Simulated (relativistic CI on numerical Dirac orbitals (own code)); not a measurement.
## Relativistic CI calculation, with input and output: Ge¹³⁺

- system: Ge¹³⁺.
- method: Dirac-Coulomb-Breit CI, KLI orbitals optimised for each configuration, model QED (radiative potential, 1s self-energy scaled to tabulated hydrogen-like ionisation energies) (relativistic CI on numerical Dirac orbitals, in-house)

## Results in brief

- outcome: converged
- lowest level: 3s² 3p⁶ 3d ²D₃/₂
- first excited level: 3s² 3p⁶ 3d ²D₅/₂, 7,603 cm⁻¹
- ionisation energy: 406.668 eV
- levels computed: 360
- SCF iterations: 106
- hardware: 1 thread of Intel Xeon @ 2.90GHz (Ice Lake), 192 GiB of memory available, shared host
- wall time: 0.75 s

## Remarks

To bear in mind: only a limited list of configurations is included, so lower levels can be missing; only lines among the lowest 200 of 360 levels are drawn.

## Input
```
atom Ge  Z=32  charge=13  electrons=19
nucleus A=74  rms_radius_fm=4.0742
hamiltonian dirac-coulomb  breit=on  qed=on  c_scale=1
orbitals kli  potential=per-configuration
slater_scale 1
correlation none
mixing on
configurations
  [Ar] 3d
  [Ne] 3s2 3p5 3d2
  [Ne] 3s 3p6 3d2
  [Ar] 4s
  [Ar] 4p
  [Ar] 4d
  [Ar] 4f
  [Ne] 3s2 3p5 3d 4s
  [Ne] 3s2 3p5 3d 4p
  [Ar] 5s
  [Ar] 5p
  [Ne] 3p6 3d3
  [Ne] 3p5 3d4
end
```

Launched within a batch (the task file carries these settings):
```bash
python <driver script> task.json out
```

The program writes its results to a structured record and prints no log; tables and figures of this report are taken from that record.

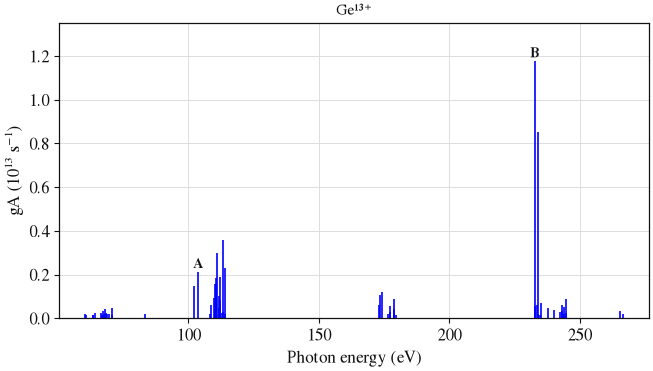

The stronger electric dipole lines (weighted rates gA) for Ge XIV (Ge¹³⁺). A: 3s² 3p⁵ 3d² ²F°₇/₂ → 3s² 3p⁶ 3d ²D₅/₂, 103.7 eV, gA = 2.1×10¹² s⁻¹; B: 3s² 3p⁶ 4f ²F°₇/₂ → 3s² 3p⁶ 3d ²D₅/₂, 233.0 eV, gA = 1.2×10¹³ s⁻¹. The strongest, B, lies in the soft X-ray region.

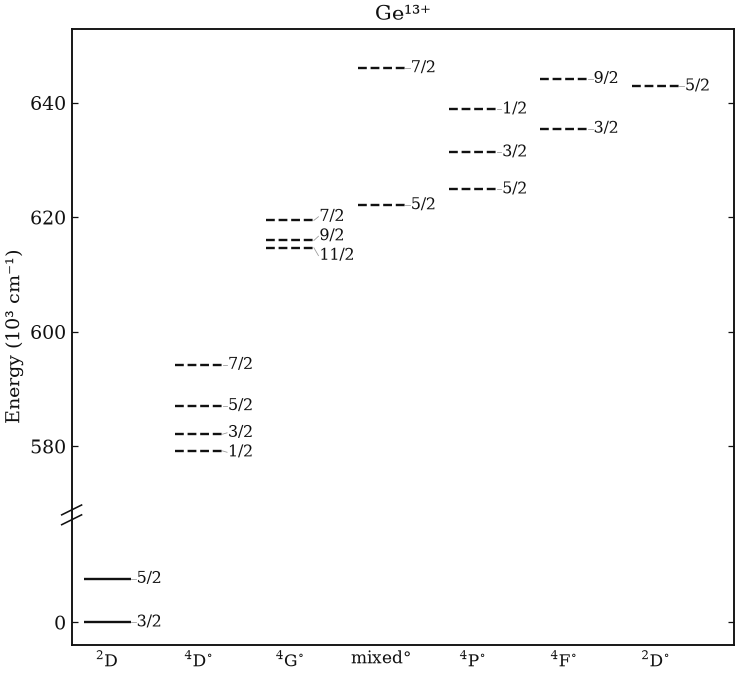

Level diagram of Ge XIV (Ge¹³⁺). The lowest level is 3p⁶ 3d ²D₃/₂. The first excited level, 3p⁶ 3d ²D₅/₂, lies at 7,600 cm⁻¹. The lowest level of opposite parity, 3p⁵ 3d² ⁴D°₁/₂, is at 579,000 cm⁻¹. The levels are in intermediate coupling, nearer LS (mean leading weight 80 % in LS and 66 % in jj).

```
Configuration                           Level  E (cm⁻¹)  Landé g  Lifetime (s; – stable or not computed)
       3p⁶ 3d                           ²D₃/₂         0    0.798                                       –
       3p⁶ 3d                           ²D₅/₂     7,603    1.199                                2.1×10⁻¹
      3p⁵ 3d²                          ⁴D°₁/₂   579,200    0.006                                3.3×10⁻⁷
      3p⁵ 3d²                          ⁴D°₃/₂   582,100    1.185                                7.5×10⁻⁸
      3p⁵ 3d²                          ⁴D°₅/₂   587,000    1.355                                5.1×10⁻⁸
      3p⁵ 3d²                          ⁴D°₇/₂   594,200    1.410                                7.0×10⁻⁸
      3p⁵ 3d²                         ⁴G°₁₁/₂   614,700    1.271                                 2.9×10²
      3p⁵ 3d²                          ⁴G°₉/₂   615,900    1.188                                8.0×10⁻²
      3p⁵ 3d²                          ⁴G°₇/₂   619,500    1.035                                1.2×10⁻⁷
      3p⁵ 3d²     [(3p₃/₂)³ (3d₃/₂)²] J = 5/2   622,100    1.082                                8.9×10⁻⁹
      3p⁵ 3d²                          ⁴P°₅/₂   624,900    1.269                                2.3×10⁻⁷
      3p⁵ 3d²                          ⁴P°₃/₂   631,300    1.686                                5.0×10⁻⁸
      3p⁵ 3d²                          ⁴F°₃/₂   635,500    0.628                               9.8×10⁻¹⁰
      3p⁵ 3d²                          ⁴P°₁/₂   638,800    2.531                                1.7×10⁻⁷
      3p⁵ 3d²                          ²D°₅/₂   642,900    1.066                                1.6×10⁻⁹
      3p⁵ 3d²                          ⁴F°₉/₂   644,200    1.292                                2.5×10⁻³
      3p⁵ 3d²  [(3p₃/₂)³ 3d₃/₂ 3d₅/₂] J = 7/2   646,100    1.120                                3.2×10⁻⁸
```
